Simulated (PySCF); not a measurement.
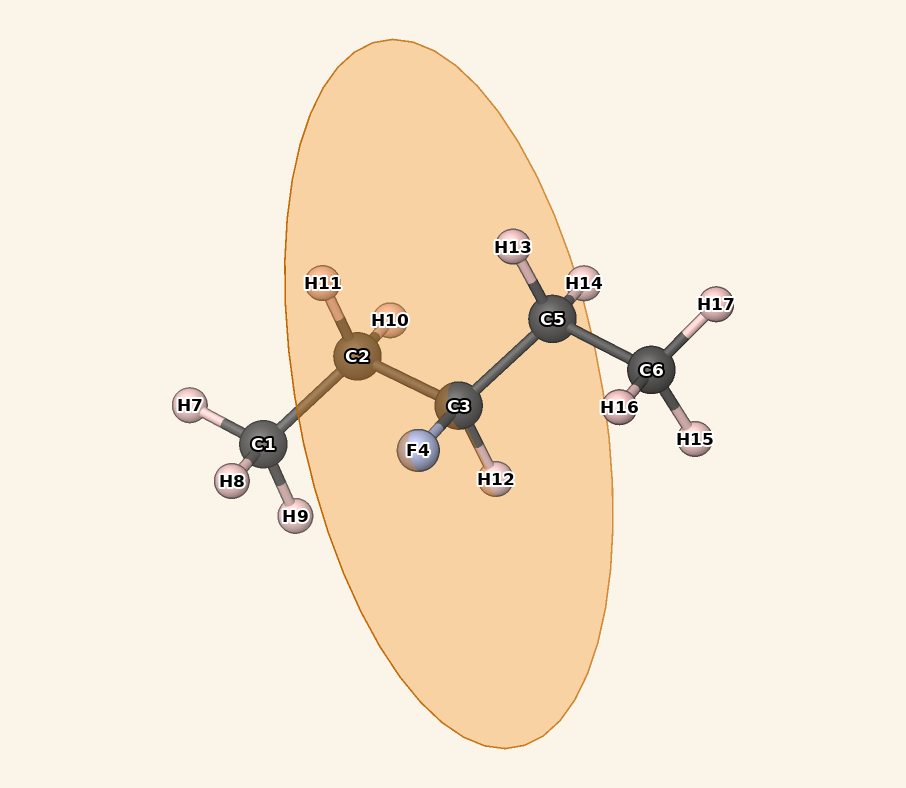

A disc through the centre of mass is drawn in. Depth is shown by fading: the farther an atom, the more it takes the colour of the background. The computed structure is the end point of a PBE0-D3(BJ)/def2-SVP optimisation. No frequency run is at hand to confirm it as a minimum.

### Is the plane of the disc a mirror plane of the structure?

Yes. The reflection leaves C3, F4, H12 in place and moves C1 ↔ C6; C2 ↔ C5; H7 ↔ H17; H8 ↔ H16; H9 ↔ H15; H10 ↔ H14; H11 ↔ H13. The point group is Cs.
